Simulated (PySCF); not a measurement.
```csv
atom,x (Å),y (Å),z (Å)
B,0.0000,0.0000,-1.5685
As,0.0000,0.0000,0.2305
```

All numbers below come from PySCF, PBE0/def2-SVPD, non-relativistic Hamiltonian with scalar-relativistic core potentials where named, at a bond length of 1.799 Å.

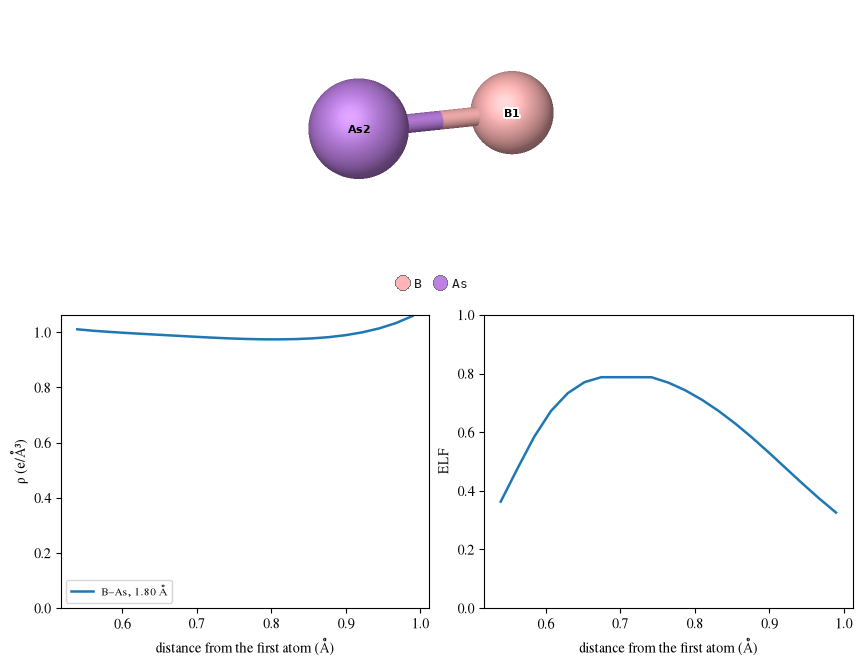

BAs (charge −1, doublet). Electron density and ELF along straight lines between neighbouring atoms. The curves leave out the atomic cores. The structure is drawn too.

### What can be read from the curves?

B–As (1.80 Å): ρ is about 0.99 e/Å³ halfway; the ELF peaks at about 0.80 in the valence shell of B, 0.7 Å from its nucleus, and is about 0.55 at the midpoint.
